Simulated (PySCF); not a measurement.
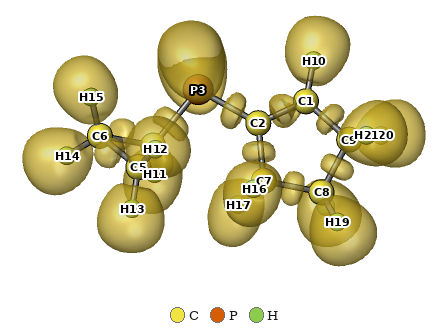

The picture shows: C8H12P (SMILES C1=C([P-]C2CC2)CCC1) (charge −1). Isosurface of the ELF at 0.8 (yellow), seen at a tilt. Core shells and regions of very low density are left out.

Geometry: GFN2-xTB.

Method: PBE0/pcSseg-1, SCF density, gas phase, non-relativistic in PySCF.

```json
{"atom": "C", "x (Å)": "1.7352", "y (Å)": "0.3580", "z (Å)": "-1.4099"}
{"atom": "C", "x (Å)": "0.5785", "y (Å)": "0.0547", "z (Å)": "-0.7859"}
{"atom": "P", "x (Å)": "-1.0266", "y (Å)": "0.0481", "z (Å)": "-1.5363"}
{"atom": "C", "x (Å)": "-2.0350", "y (Å)": "-0.4830", "z (Å)": "-0.0733"}
{"atom": "C", "x (Å)": "-2.4808", "y (Å)": "0.4898", "z (Å)": "0.9813"}
{"atom": "C", "x (Å)": "-3.4690", "y (Å)": "-0.0575", "z (Å)": "0.0014"}
{"atom": "C", "x (Å)": "0.8537", "y (Å)": "-0.2273", "z (Å)": "0.6744"}
{"atom": "C", "x (Å)": "2.3776", "y (Å)": "-0.3920", "z (Å)": "0.7469"}
{"atom": "C", "x (Å)": "2.9196", "y (Å)": "0.3390", "z (Å)": "-0.4873"}
{"atom": "H", "x (Å)": "1.8316", "y (Å)": "0.6322", "z (Å)": "-2.4470"}
{"atom": "H", "x (Å)": "-1.8362", "y (Å)": "-1.4967", "z (Å)": "0.2741"}
{"atom": "H", "x (Å)": "-2.1849", "y (Å)": "1.5231", "z (Å)": "0.8703"}
{"atom": "H", "x (Å)": "-2.5379", "y (Å)": "0.1558", "z (Å)": "2.0118"}
{"atom": "H", "x (Å)": "-4.2103", "y (Å)": "-0.7660", "z (Å)": "0.3543"}
{"atom": "H", "x (Å)": "-3.8339", "y (Å)": "0.6082", "z (Å)": "-0.7675"}
{"atom": "H", "x (Å)": "0.5161", "y (Å)": "0.6192", "z (Å)": "1.2815"}
{"atom": "H", "x (Å)": "0.3328", "y (Å)": "-1.1162", "z (Å)": "1.0342"}
{"atom": "H", "x (Å)": "2.6305", "y (Å)": "-1.4536", "z (Å)": "0.6801"}
{"atom": "H", "x (Å)": "2.7933", "y (Å)": "-0.0060", "z (Å)": "1.6821"}
{"atom": "H", "x (Å)": "3.7909", "y (Å)": "-0.1722", "z (Å)": "-0.9172"}
{"atom": "H", "x (Å)": "3.2457", "y (Å)": "1.3592", "z (Å)": "-0.2274"}
```

Identify the bonds, lone pairs and shells in this picture.

Answer. At this value the surface marks out eight regions between bonded C–C atoms (shared pairs), two regions between bonded C–P atoms (shared pairs), twelve regions around hydrogen nuclei and one lobe on P, pointing away from the bonds (lone pairs).

Values along the shortest contacts:
C–C (1.35 Å): the ELF peaks at about 0.90 between the atoms (a covalent bond). C–P (1.77 Å): the ELF peaks at about 0.95 between the atoms: a covalent bond.
